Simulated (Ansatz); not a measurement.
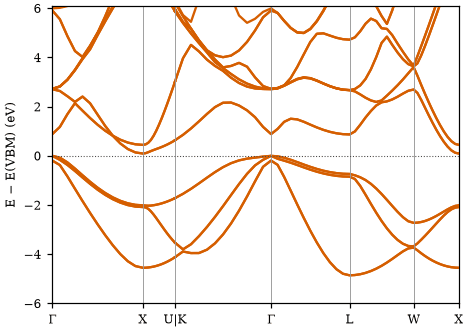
Band structure from plane-wave PAW PBE with spin–orbit coupling (Ansatz code)

Read off the gap and where the band edges lie.

About 0.1 eV (0.09 eV by a search for the band edges); maximum at Γ, minimum at X.

The material is Mg$_{2}$Ge (anti-fluorite, space group No. 225).

Space group Fm-3m (anti-fluorite). The cell was relaxed with PBE under the symmetry of its start; of distortions, only those at the zone centre were tested.

Potentials: the later of the program's two PAW sets.
